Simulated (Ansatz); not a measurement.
**BFH4N2: molecular dynamics**

Purpose: to follow the molecule's vibrations and see whether its bonds hold. The start is relaxed first. Runs: 500 steps of 0.5 fs under a Langevin thermostat at 1500 K. SMILES of the start: NB(N)F.

Method: RKS PBE0-D4/6-31G*, in Ansatz 0.2.0.

### 1 Starting point

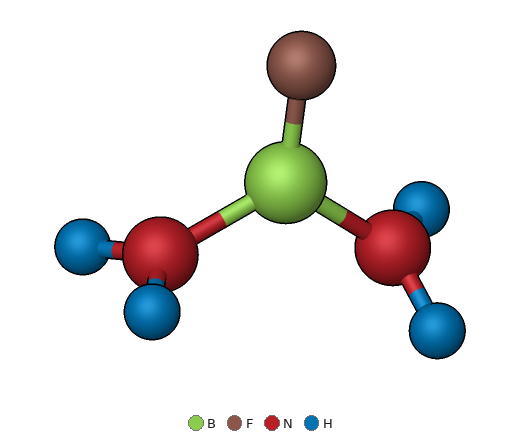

The starting structure, seen from a chosen angle (boron green, fluorine brown, nitrogen red, hydrogen blue).

Coordinates:

```xyz
8

B     0.0000    0.0000    0.0000
F     0.0000    0.0000    1.3200
N     1.3423    0.0000   -0.7750
H     1.8089   -0.9179   -1.0268
H     1.7937    0.9179   -1.0532
N    -1.3423    0.0000   -0.7750
H    -2.0112   -0.8164   -0.6764
H    -1.5914    0.8164   -1.4036
```

### 2 Relaxing the start

Input file input.yaml:

```yaml
crystal:
  periodic: [false, false, false]
  atoms:
    - { symbol: B, position_ang: [0.0, 0.0, 0.0] }
    - { symbol: F, position_ang: [0.0, 0.0, 1.32] }
    - { symbol: "N", position_ang: [1.3423, 0.0, -0.775] }
    - { symbol: H, position_ang: [1.8089, -0.9179, -1.0268] }
    - { symbol: H, position_ang: [1.7937, 0.9179, -1.0532] }
    - { symbol: "N", position_ang: [-1.3423, 0.0, -0.775] }
    - { symbol: H, position_ang: [-2.0112, -0.8164, -0.6764] }
    - { symbol: H, position_ang: [-1.5914, 0.8164, -1.4036] }
basis:
  gaussian: { orbitals: "6-31G*" }
hamiltonian:
  xc: pbe0
  dispersion: d4
relax:
  f_tol: 0.02
  max_steps: 40
output:
  orbitals: {}
```

Run with:

```sh
> ansatz run input.yaml --threads 1 --pin off --max-ram 2048MiB --backend cpu --events-out ev --progress --plain --runs-dir out
```

The log of the run, cut to the lines that bear on the results:

```text
Warning: RAYON_NUM_THREADS=1 ignored (pool sized by the plan → 1); use --threads N
[...]
Functional definition: PBE0
[...]
753 factors; integrals over basis functions are off by at most 4.3e-4 eV
[...]
mean field -6432.79319762 eV, -236.4007897088 hartree, gradient 4.9e-5 eV, S^2 0.000000; 0 other end points of the search recorded, 0 dependent functions left out
[...]
reference -6432.79321471 eV, -236.4007903368 hartree; 16, 16 occupied and 52, 52 virtual orbitals, 753 factors
relax step   1: F+E_penalty+E_count = -6432.87545315 eV  Δ(F+E_penalty+E_count) = +0.000e0 eV  max|allowed force component| = 3.570e0 eV/Å  Δτ_max = 0.0000 Å  (24 SCF iters, accepted)
[...]
relax step   4: F+E_penalty+E_count = -6434.42494107 eV  Δ(F+E_penalty+E_count) = -2.478e-1 eV  max|allowed force component| = 6.110e-1 eV/Å  Δτ_max = 0.2000 Å  (27 SCF iters, accepted)
[...]
relax step   7: F+E_penalty+E_count = -6434.92196205 eV  Δ(F+E_penalty+E_count) = -1.640e-1 eV  max|allowed force component| = 6.638e-1 eV/Å  Δτ_max = 0.2000 Å  (26 SCF iters, accepted)
[...]
relax step  10: F+E_penalty+E_count = -6435.09644980 eV  Δ(F+E_penalty+E_count) = -6.532e-3 eV  max|allowed force component| = 7.209e-2 eV/Å  Δτ_max = 0.0850 Å  (24 SCF iters, accepted)
[...]
relax step  11: F+E_penalty+E_count = -6435.09718876 eV  Δ(F+E_penalty+E_count) = -7.390e-4 eV  max|allowed force component| = 3.848e-2 eV/Å  Δτ_max = 0.0289 Å  (22 SCF iters, accepted)
[...]
relax step  12: F+E_penalty+E_count = -6435.09727242 eV  Δ(F+E_penalty+E_count) = -8.366e-5 eV  max|allowed force component| = 5.703e-3 eV/Å  Δτ_max = 0.0065 Å  (24 SCF iters, accepted)
753 factors; integrals over basis functions are off by at most 4.3e-4 eV
[...]
mean field -6435.01317798 eV, -236.4823724821 hartree, gradient 2.3e-5 eV, S^2 0.000000; 1 other end points of the search recorded, 0 dependent functions left out
[...]
reference -6435.01319385 eV, -236.4823730653 hartree; 16, 16 occupied and 52, 52 virtual orbitals, 753 factors
Total energy: -6435.09728829 eV, -236.4854634791 hartree
Atom 0 at    -0.004504     0.041091    -0.103342 Å, force    -0.000115     0.000496     0.005703 eV/Å
Atom 1 at    -0.018124     0.165138     1.241674 Å, force     0.000035    -0.000426    -0.004873 eV/Å
Atom 2 at     1.244781     0.115376    -0.761510 Å, force    -0.000897    -0.000682    -0.001710 eV/Å
Atom 3 at     1.370615     0.032074    -1.755639 Å, force    -0.001150     0.000609     0.000189 eV/Å
Atom 4 at     2.097692     0.253722    -0.245951 Å, force    -0.001376    -0.000256     0.001070 eV/Å
Atom 5 at    -1.240468    -0.154618    -0.761759 Å, force     0.000939     0.000328    -0.001741 eV/Å
Atom 6 at    -2.103802    -0.197944    -0.246803 Å, force     0.001389     0.000455     0.001043 eV/Å
Atom 7 at    -1.346190    -0.254838    -1.756669 Å, force     0.001175    -0.000523     0.000318 eV/Å
Dipole moment:     0.004758    -0.043343    -0.469600 e Å
```

Run time: 31 s. Hardware: 1 thread of Arm Neoverse V1, shared host; peak memory 0.14 GiB.

Step by step:

```csv
step,energy from step 1 (eV),largest force component (eV/Å)
1,0.0000,3.5702
2,-0.8383,1.8884
3,-1.3017,0.8538
4,-1.5495,0.6110
5,-1.7271,0.9532
6,-1.8825,1.2903
7,-2.0465,0.6638
8,-2.1635,0.3810
9,-2.2145,0.1860
10,-2.2210,0.0721
11,-2.2217,0.0385
12,-2.2218,0.0057
```

Step 1 is the start.

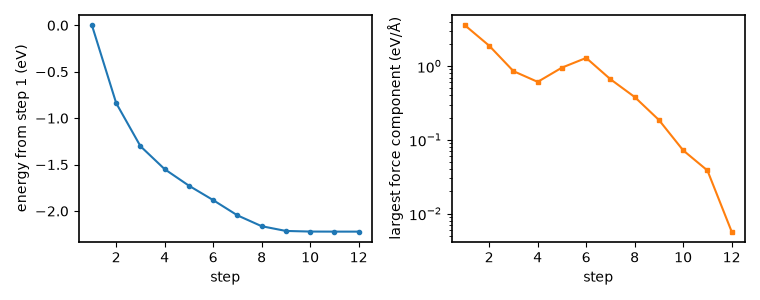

How energy and force went from step to step.

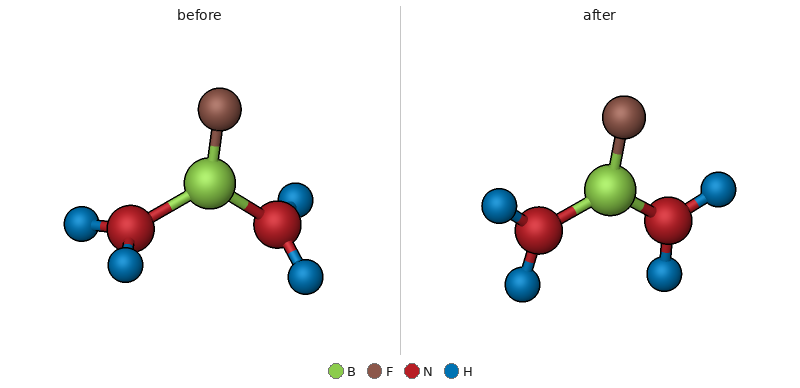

Before and after, at one scale.

After: Bond lengths: B1–F2 1.351 Å, B1–N3 1.414 Å, N3–H4 1.006 Å, N3–H5 1.006 Å, B1–N6 1.414 Å, N6–H7 1.006 Å, N6–H8 1.006 Å. Angles: F2–B1–N3 117.9°, F2–B1–N6 117.9°, N3–B1–N6 124.2°, B1–N3–H4 124.5°, B1–N3–H5 121.2°, H4–N3–H5 114.3°, B1–N6–H7 121.2°, B1–N6–H8 124.5°, H7–N6–H8 114.3°.

### 3 The run

500 steps of 0.5 fs under a Langevin thermostat at 1500 K, from the relaxed start.

Input file input.yaml:

```yaml
crystal:
  periodic: [false, false, false]
  atoms:
    - { symbol: B, position_ang: [-0.004504, 0.041091, -0.103342] }
    - { symbol: F, position_ang: [-0.018124, 0.165138, 1.241674] }
    - { symbol: "N", position_ang: [1.244781, 0.115376, -0.76151] }
    - { symbol: H, position_ang: [1.370615, 0.032074, -1.755639] }
    - { symbol: H, position_ang: [2.097692, 0.253722, -0.245951] }
    - { symbol: "N", position_ang: [-1.240468, -0.154618, -0.761759] }
    - { symbol: H, position_ang: [-2.103802, -0.197944, -0.246803] }
    - { symbol: H, position_ang: [-1.34619, -0.254838, -1.756669] }
basis:
  gaussian: { orbitals: "6-31G*" }
hamiltonian:
  xc: pbe0
  dispersion: d4
md:
  timestep: 0.5
  n_steps: 500
  ensemble: nvt_langevin
  temperature: 1500.0
  initial_velocities: maxwell_boltzmann
  seed: 71763
  friction: 0.005
```

Run with:

```sh
> ansatz run input.yaml --threads 1 --pin off --max-ram 2048MiB --backend cpu --events-out ev --progress --plain --runs-dir out
```

The log of the run, cut to the lines that bear on the results:

```text
Warning: RAYON_NUM_THREADS=1 ignored (pool sized by the plan → 1); use --threads N
[...]
Functional definition: PBE0
[...]
757 factors; integrals over basis functions are off by at most 4.7e-4 eV
[...]
mean field -6435.01318007 eV, -236.4823725591 hartree, gradient 3.7e-5 eV, S^2 0.000000; 0 other end points of the search recorded, 0 dependent functions left out
[...]
reference -6435.01319592 eV, -236.4823731416 hartree; 16, 16 occupied and 52, 52 virtual orbitals, 757 factors
md step     0: t =     0.00 fs  T =  1312.5 K  F+E_penalty+E_count = -6435.09727451 eV  E_kin = 1.357230 eV  (22 SCF iters)
[...]
md step    21: t =    10.50 fs  T =   657.4 K  F+E_penalty+E_count = -6434.30994684 eV  E_kin = 0.679849 eV  (23 SCF iters, 3 dispersion substeps)
[...]
md step    42: t =    21.00 fs  T =   398.0 K  F+E_penalty+E_count = -6434.01269609 eV  E_kin = 0.411524 eV  (23 SCF iters, 3 dispersion substeps)
[...]
md step    63: t =    31.50 fs  T =   671.6 K  F+E_penalty+E_count = -6434.33389728 eV  E_kin = 0.694484 eV  (24 SCF iters, 3 dispersion substeps)
[...]
md step    84: t =    42.00 fs  T =  1142.4 K  F+E_penalty+E_count = -6434.79784819 eV  E_kin = 1.181357 eV  (23 SCF iters, 3 dispersion substeps)
md step    85: t =    42.50 fs  T =  1086.0 K  F+E_penalty+E_count = -6434.75488485 eV  E_kin = 1.123036 eV  (23 SCF iters, 3 dispersion substeps)
```

### 4 The output, continued: dynamics from the start

The log, continued, cut to the lines that bear on the results:

```text
md step    86: t =    43.00 fs  T =   962.5 K  F+E_penalty+E_count = -6434.67495760 eV  E_kin = 0.995275 eV  (23 SCF iters, 3 dispersion substeps)
[...]
md step   113: t =    56.50 fs  T =   747.3 K  F+E_penalty+E_count = -6434.30548706 eV  E_kin = 0.772792 eV  (23 SCF iters, 3 dispersion substeps)
[...]
md step   140: t =    70.00 fs  T =   837.4 K  F+E_penalty+E_count = -6434.45105234 eV  E_kin = 0.865985 eV  (24 SCF iters, 3 dispersion substeps)
[...]
md step   167: t =    83.50 fs  T =   867.5 K  F+E_penalty+E_count = -6434.57616429 eV  E_kin = 0.897081 eV  (23 SCF iters, 3 dispersion substeps)
[...]
md step   194: t =    97.00 fs  T =   847.6 K  F+E_penalty+E_count = -6434.53128447 eV  E_kin = 0.876438 eV  (23 SCF iters, 3 dispersion substeps)
md step   195: t =    97.50 fs  T =   894.5 K  F+E_penalty+E_count = -6434.59094671 eV  E_kin = 0.924956 eV  (23 SCF iters, 3 dispersion substeps)
```

### 5 More of the same log: dynamics from the start

Output, continued, cut to the lines that bear on the results:

```text
md step   196: t =    98.00 fs  T =   924.2 K  F+E_penalty+E_count = -6434.62132807 eV  E_kin = 0.955727 eV  (23 SCF iters, 3 dispersion substeps)
[...]
md step   218: t =   109.00 fs  T =   580.2 K  F+E_penalty+E_count = -6434.09340650 eV  E_kin = 0.600024 eV  (23 SCF iters, 3 dispersion substeps)
[...]
md step   240: t =   120.00 fs  T =   834.9 K  F+E_penalty+E_count = -6434.23426193 eV  E_kin = 0.863361 eV  (24 SCF iters, 3 dispersion substeps)
[...]
md step   262: t =   131.00 fs  T =  1201.8 K  F+E_penalty+E_count = -6434.44951930 eV  E_kin = 1.242765 eV  (24 SCF iters, 3 dispersion substeps)
[...]
md step   498: t =   249.00 fs  T =  2322.0 K  F+E_penalty+E_count = -6434.57437387 eV  E_kin = 2.401178 eV  (24 SCF iters, 3 dispersion substeps)
md step   499: t =   249.50 fs  T =  2217.6 K  F+E_penalty+E_count = -6434.44534780 eV  E_kin = 2.293223 eV  (24 SCF iters, 3 dispersion substeps)
[...]
md step   500: t =   250.00 fs  T =  1981.1 K  F+E_penalty+E_count = -6434.18235132 eV  E_kin = 2.048645 eV  (24 SCF iters, 3 dispersion substeps)
Total energy: -6434.18236703 eV, -236.4518407427 hartree
Atom 0 at     0.494966    -0.039597    -1.193712 Å, force    -1.212951    -0.058691    -0.769391 eV/Å
Atom 1 at     0.096849    -0.918180    -0.217291 Å, force     0.565478     0.942614    -0.601696 eV/Å
Atom 2 at     1.854909     0.328830    -1.410245 Å, force    -2.408605    -1.209342     7.175835 eV/Å
Atom 3 at     2.094343     0.436155    -2.270532 Å, force     2.147066     1.246694    -6.915975 eV/Å
Atom 4 at     2.619318     0.067261    -0.800876 Å, force    -0.289847    -0.059233    -0.041493 eV/Å
Atom 5 at    -0.603938     0.413818    -2.104382 Å, force     4.447894     3.141744     0.847583 eV/Å
Atom 6 at    -1.099644    -0.363733    -2.308354 Å, force    -2.635421    -2.826498    -1.207653 eV/Å
Atom 7 at    -0.315189     0.971783    -2.958349 Å, force    -0.613614    -1.177287     1.512790 eV/Å
Dipole moment:     0.386358    -0.036609    -0.471096 e Å
```

Run time: 17 min. Hardware: 1 thread of Arm Neoverse V1, shared host; peak memory 0.12 GiB.

### 6 Frames and traces

One step in 36; energies are changes from step 0:

```csv
time (fs),T (K),potential energy change (meV/atom)
0.0,1312,0.0
18.0,629,107.0
36.0,866,79.5
54.0,714,82.5
72.0,822,78.0
90.0,860,71.8
108.0,775,99.1
126.0,972,92.0
144.0,1310,82.9
162.0,856,188.1
180.0,1692,98.8
198.0,1179,172.4
216.0,1315,192.7
234.0,1400,153.1
250.0,1981,114.4
```

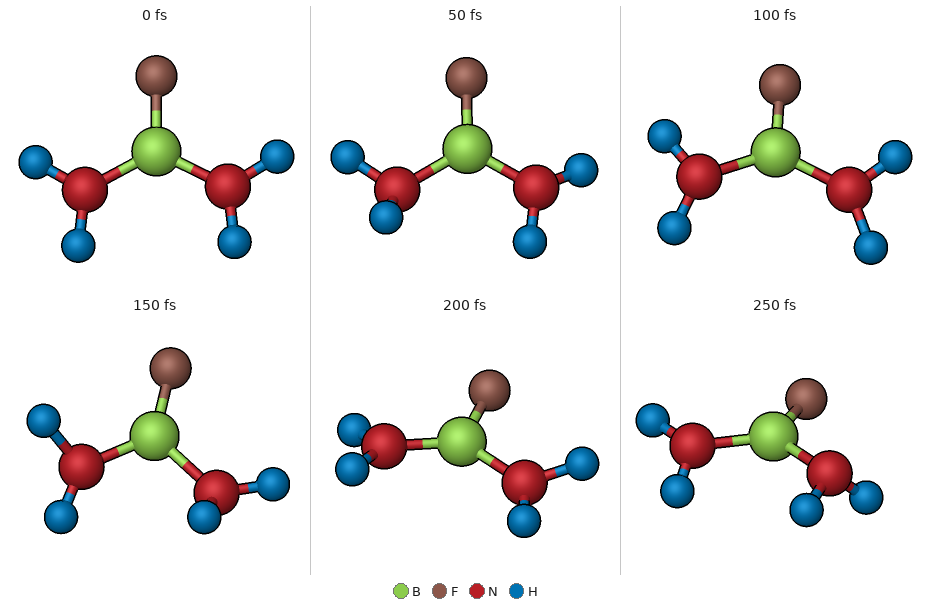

Six frames of the run, seen from a chosen angle. Sticks join atoms within a bonding distance in each frame.

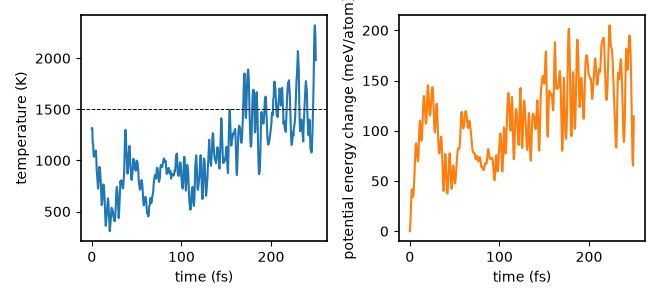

Time series of the run, each on its own scale. The dashed line is the set temperature.

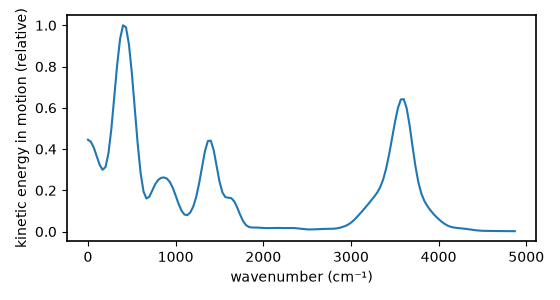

Power spectrum of the mass-weighted velocities; a run of 250 fs resolves no finer than about 270 cm⁻¹.

Maxima of the velocity power spectrum (cm⁻¹, relative height; resolution about 270 cm⁻¹): 400 (100), 870 (26), 1400 (44), 3600 (64).

### 7 Snapshots as a file

Positions (Å) and forces (eV/Å):

```xyz
8
time_fs=31.0 T=597 dE=0.8705
B     0.054   -0.044   -0.171    0.661    1.056   -2.554
F     0.109    0.044    1.127   -0.339    0.021    2.523
N     1.362    0.338   -0.746   -0.153   -0.823    1.125
H     1.603    0.119   -1.706    0.161    0.230    0.239
H     2.208    0.427   -0.073   -2.262   -0.406   -1.798
N    -1.344   -0.201   -0.710    3.889    0.467   -1.374
H    -1.832   -0.322    0.105   -2.053   -0.391    2.439
H    -1.575   -0.956   -1.327    0.096   -0.155   -0.599
8
time_fs=62.5 T=493 dE=0.9567
B     0.085    0.101   -0.133    0.949   -1.557    0.768
F     0.150   -0.003    1.242   -0.159    0.125   -1.689
N     1.222    0.392   -1.005   -0.893   -1.043    1.738
H     0.910    1.096   -1.593   -0.119    1.679   -1.920
H     2.112    0.596   -0.650    1.301    0.567    0.821
N    -0.975   -0.332   -0.946   -3.370   -1.038   -0.123
H    -1.895   -0.887   -0.864    2.263    1.688    0.573
H    -0.832   -0.085   -1.913    0.028   -0.422   -0.169
8
time_fs=94.0 T=1046 dE=0.4248
B     0.157   -0.032   -0.480    0.989    1.323    0.017
F     0.131   -0.067    0.835   -0.363   -0.118    2.039
N     1.338    0.588   -0.988    1.814   -0.491   -1.844
H     1.734    0.284   -1.903   -0.695    0.643    0.942
H     2.124    0.923   -0.398   -1.235   -0.750   -0.274
N    -1.040   -0.356   -1.111    1.249   -0.429   -2.203
H    -1.833   -0.407   -0.558   -1.753   -0.428    1.127
H    -1.188   -0.516   -2.097   -0.006    0.249    0.196
8
time_fs=125.0 T=1019 dE=0.6928
B     0.149    0.107   -0.608   -1.412   -0.117   -3.963
F     0.006   -0.013    0.647   -0.177   -0.649    4.098
N     1.417    0.493   -1.098    0.188   -0.271    1.286
H     1.547    0.445   -2.068    0.428   -0.150   -1.465
H     2.210    0.115   -0.566   -0.440    0.596   -0.385
N    -1.050   -0.275   -1.412   -0.607   -1.182    2.774
H    -1.848   -0.651   -0.786    2.009    0.842   -1.093
H    -1.525    0.310   -2.046    0.011    0.932   -1.251
8
time_fs=156.0 T=1155 dE=1.1172
B     0.158    0.013   -0.668   -1.215    0.930   -1.014
F    -0.090   -0.134    0.665    0.156   -0.100   -1.095
N     1.438    0.407   -1.157   -1.243   -3.128   -2.561
H     1.685    0.308   -2.161   -0.560    0.194    1.322
H     1.906    1.109   -0.746    2.367    2.781    2.050
N    -0.892    0.039   -1.675    2.027    1.686   -3.260
H    -1.800   -0.377   -1.719   -0.332   -0.230    0.272
H    -0.602    0.527   -2.716   -1.200   -2.134    4.285
8
time_fs=187.5 T=897 dE=1.4822
B     0.226    0.193   -0.910    5.037   -1.993    4.509
F    -0.070   -0.443    0.345    0.437    1.136   -1.669
N     1.691    0.424   -1.083    0.463   -1.972    2.989
H     2.138    1.151   -1.583    0.130    0.678   -0.722
H     2.437    0.005   -0.321   -3.166    1.573   -2.468
N    -0.802    0.164   -1.754   -3.768   -0.864   -5.337
H    -1.573   -0.498   -1.382    1.599    1.796   -1.404
H    -0.667    0.234   -2.881   -0.732   -0.355    4.101
8
time_fs=219.0 T=1759 dE=1.0711
B     0.370   -0.051   -1.033   -2.254    1.350   -1.314
F     0.060   -0.663    0.149    0.201    0.498   -1.277
N     1.688    0.453   -1.238    1.713   -0.847   -3.580
H     2.175    0.412   -2.248   -2.158    0.511    2.808
H     2.400    0.049   -0.672    0.434   -0.288    1.031
N    -0.776    0.339   -2.043   -0.363   -1.866    5.369
H    -1.566    0.712   -1.397    1.412   -1.257   -1.496
H    -0.536    1.131   -2.544    1.016    1.899   -1.542
8
time_fs=250.0 T=1981 dE=0.9149
B     0.495   -0.040   -1.194   -1.213   -0.059   -0.769
F     0.097   -0.918   -0.217    0.566    0.943   -0.602
N     1.855    0.329   -1.410   -2.409   -1.209    7.176
H     2.094    0.436   -2.271    2.147    1.247   -6.916
H     2.619    0.067   -0.801   -0.290   -0.059   -0.042
N    -0.604    0.414   -2.104    4.448    3.142    0.848
H    -1.100   -0.364   -2.308   -2.635   -2.826   -1.208
H    -0.315    0.972   -2.958   -0.614   -1.177    1.513
```

### 8 Summary of results

| quantity | value |
| --- | --- |
| relaxation of the start | 11 moves, 2.222 eV lower |
| length | 500 steps of 0.5 fs |
| temperature, first and last step | 1312 and 1981 K |
| temperature, second half | mean 1353 K, from 653 to 2322 K |
| potential energy, second half | +139 meV/atom from the start |
| bonds formed or broken | 0 |

**Reading.** Against a set 1500 K the second half averages 1353 K with a spread of 295 K. No bond forms or breaks. Averages from a run of 250 fs with 8 atoms are rough. The nuclei move classically, without zero-point motion, which matters most for hydrogen.
